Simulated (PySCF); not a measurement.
**C₅H₁₀OSi (SMILES C[SiH](C)/C=C\C=O): density, localisation and related maps**

```xyz
17

C    -1.6786    1.7100   -0.0737
Si   -0.4895    0.3071    0.4509
C    -1.3240   -1.3412   -0.0229
C     1.0422    0.6351   -0.6302
C     2.1685   -0.0737   -0.5088
C     2.2230   -1.1257    0.4875
O     1.2924   -1.4117    1.2075
H    -1.9236    1.6631   -1.1316
H    -1.2554    2.6916    0.1189
H    -2.6129    1.6497    0.4755
H    -0.1983    0.5072    1.8736
H    -2.2925   -1.1711   -0.4836
H    -0.7172   -1.9159   -0.7156
H    -1.4741   -1.9557    0.8574
H     1.0018    1.4244   -1.3682
H     3.0524    0.0928   -1.1106
H     3.1791   -1.6737    0.5640
```

Geometry: GFN2-xTB.

Level of theory: PBE0/pcSseg-1, SCF density, gas phase, non-relativistic (PySCF 2.14.0).

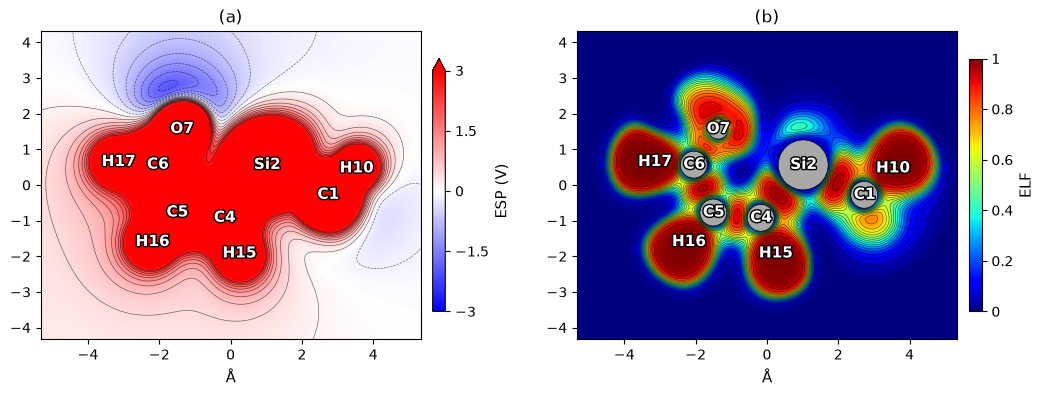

Figure 1. (a) electrostatic potential; (b) ELF on the plane of atoms C4, C5 and C6. Grey discs cover the atomic cores in the ELF map.

**What do the fields say about this system?**

- Atoms in the plane: C, Si, O and H.
- C–O (1.21 Å): the ELF peaks at about 0.85 between the atoms; a short, multiple covalent bond.
- C–C (1.34 Å): the ELF peaks at about 0.95 between the atoms; a multiple bond.
- C–Si (1.90 Å): the ELF peaks at about 1 between the atoms, as expected for localised, covalent bonding.
- C–H (1.08 Å): the ELF climbs to about 1 towards the hydrogen, as it does in any bond to H; a covalent bond by its length.
- C–C (1.45 Å): the ELF peaks at about 0.95 between the atoms, as expected for localised, covalent bonding.
- The ELF also peaks beside O7, away from the bonds: lone-pair regions.
- Outside the dense part of the molecule the potential is most negative (−1.9 V) near O7.

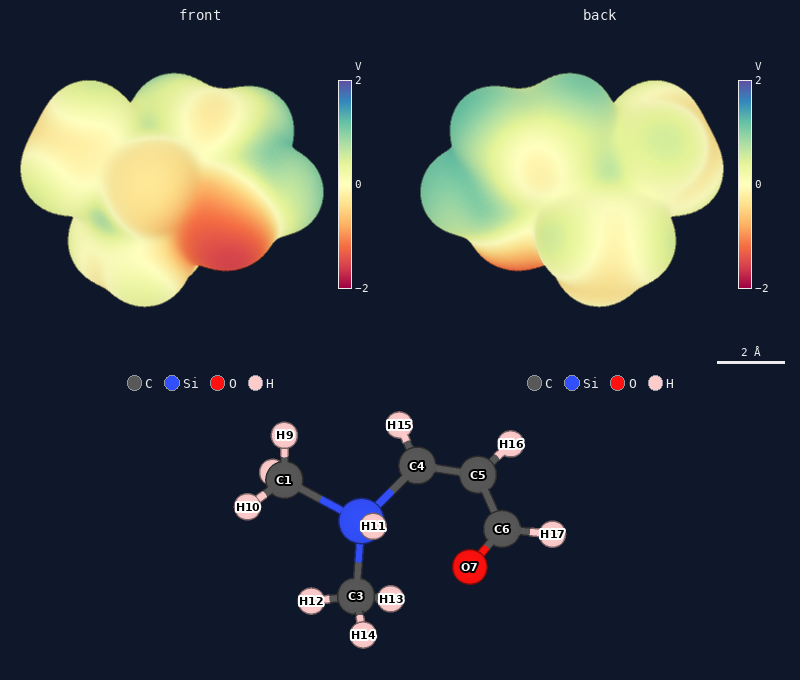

Figure 2. The molecular electrostatic potential painted on the density surface at 0.002 e/bohr³, seen from the front and from behind; the colour scale runs from red (negative) to blue (positive). The bare structure is drawn below in the same view.

**Which sites attract a positive test charge, and which a negative one?**

A positive charge is drawn to the negative regions and a negative charge to the positive ones. The most negative region (about −1.5 V, or −35 kcal/mol for a unit charge) lies over O7, the most positive (about +1.2 V, or +28 kcal/mol for a unit charge) over C5, C6, H16 and H17. O7 is the likeliest acceptor of a hydrogen bond.

**What dipole moment does the calculation give?**

Its dipole moment is 2.37 D.
